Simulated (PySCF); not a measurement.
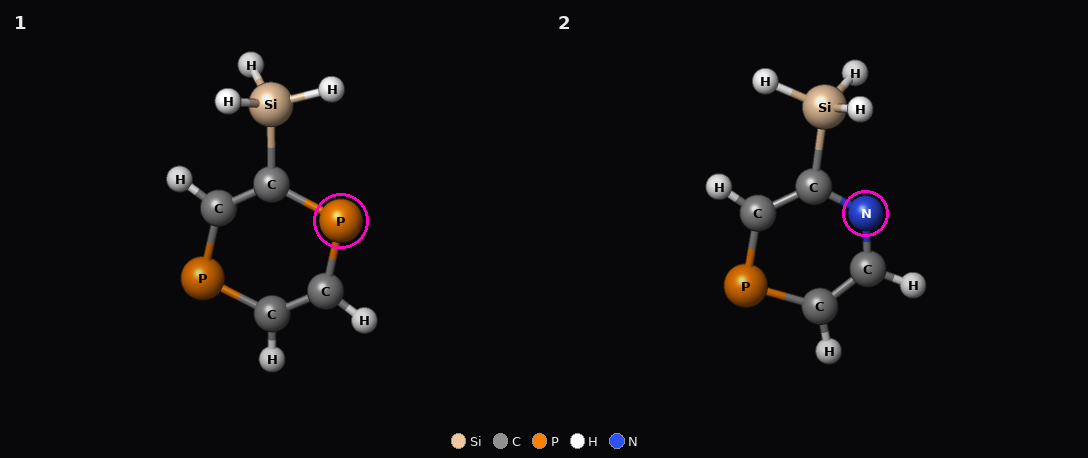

2 molecules with one skeleton, seen from the same side and at one scale; the atom that differs is circled. Charge 0, singlet. Computed geometries: GFN2-xTB optimisations, one conformation each. Properties computed with PySCF 2.14.0.

One atom differs, called X below: P in panel 1, N in panel 2. Their formulas are C4H6P2Si (`[SiH3]c1cpccp1`), C4H6NPSi (`[SiH3]c1cpccn1`).

**In which is the Hirshfeld charge of X higher (PBE0/pcSseg-1)?**

In panel 1 (X = P).

**In which is the angle C–X–C larger (GFN2-xTB)?**

In panel 2 (X = N).

Give the values. With GFN2-xTB: mean length of X–C (Å), angle C–X–C (°). With PBE0/pcSseg-1: dipole moment (D), HOMO energy (Kohn–Sham orbital) (eV), HOMO–LUMO gap (eV), Hirshfeld charge of X (e), mean GIAO shielding of the 2 C atoms bonded to X (ppm).

```tsv
quantity	1 (P)	2 (N)	2 − 1
mean length of X–C (Å)	1.745	1.325	−0.420
angle C–X–C (°)	103.6	121.3	+17.7
dipole moment (D)	0.28	0.84	+0.56
HOMO energy (Kohn–Sham orbital) (eV)	−7.15	−7.25	−0.10
HOMO–LUMO gap (eV)	4.68	5.04	+0.36
Hirshfeld charge of X (e)	0.11	−0.15	−0.26
mean GIAO shielding of the 2 C atoms bonded to X (ppm)	16.5	24.6	+8.1
```

The geometry is semi-empirical. Around P, Si such bond lengths and angles can be off by a tenth of an ångström or more and by several degrees, and values that hang on the shape move with them.
